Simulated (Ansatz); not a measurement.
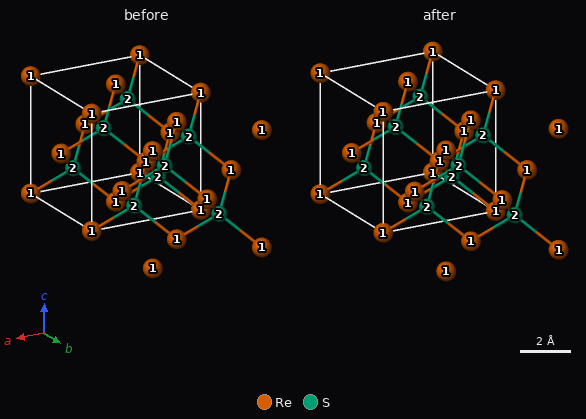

The structure of solid ReS (built on the zinc blende type) (coarse preliminary run) before (left) and after (right) a relaxation, at one scale.

A ball-and-stick model of the conventional cell (4 times the calculation's cell), repeated 1 × 2 × 1 with one cell outlined, seen from a free direction. Lengths and directions refer to the drawn axes.

These are results of DFT PBEsol, scalar-relativistic, plane waves, PAW in Ansatz, not measurements.

Input
```yaml
crystal:
  lattice:
    - [0.0, 2.5152718246, 2.5152718246]
    - [2.5152718246, 0.0, 2.5152718246]
    - [2.5152718246, 2.5152718246, 0.0]
  atoms:
    - { symbol: Re, position: [0.0, 0.0, 0.0] }
    - { symbol: S, position: [0.25, 0.25, 0.25] }
basis:
  ecutwfc: 420
kpoints:
  mp_grid: { grid: [8, 8, 8] }
hamiltonian:
  xc: pbesol
scf:
  occupations: { method: gaussian, width: 0.1 }
output:
  forces: true
  stress: true
  eigenvalues: true
relax:
  adjacent_minimum: "off"
  f_tol: 0.05
  max_steps: 80
  cell: { stress_tol: 0.5 }
```

Run as
```bash
ansatz run input.yaml --threads 1 --pin off --max-ram 2560MiB --backend cpu --events-out ev --progress --plain --runs-dir out
```

**Summarise the run.**

The atoms keep their places relative to the cell (all moves are under 0.005 Å). Cell: a = b = c 5.031 → 5.185 Å (+3.1 %). Volume +9.5 %. Some distances before and after: Re1–S2 2.178 → 2.245 Å. The space group stays F-43m (No. 216). Over 2 accepted moves (3 points after the start) the energy falls by 91.3 meV per atom. All forces vanish by symmetry, so only the cell relaxes. The pressure goes from 21.37 to −0.27 GPa. The SCF was repeated once at an unchanged geometry on a basis and grid sized afresh for the cell, which shifted the energy by 0.8 meV per atom at most. The run took 7.3 s on 1 thread of Arm Neoverse V1, with other jobs on the host, peak memory 0.3 GiB.
